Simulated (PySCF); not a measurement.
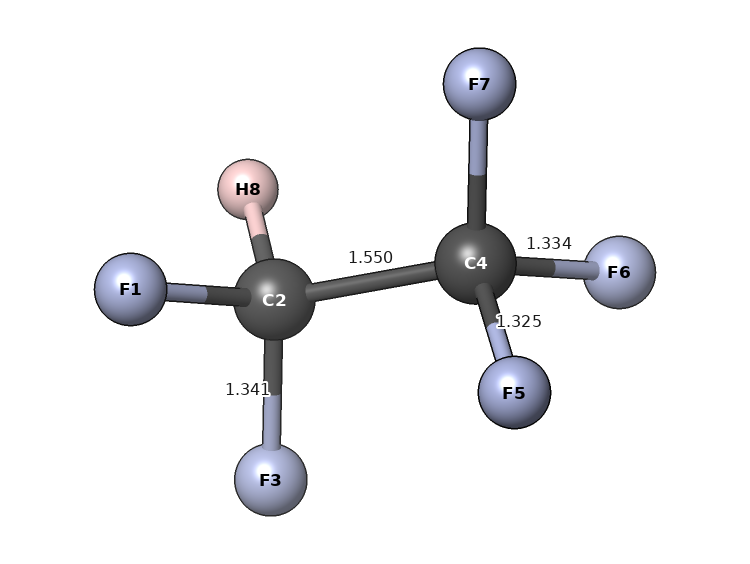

The numbers beside the sticks are distances in Å. Sticks don't show bond order. The computed structure is the end point of a GFN2-xTB optimisation. No frequency run is at hand to confirm it as a minimum.

Q: Assign a bond order to each marked bond.

A: C2–F3 single; C2–C4 single; C4–F5 single; C4–F6 single.

Q: Write the SMILES.

A: FC(F)C(F)(F)F
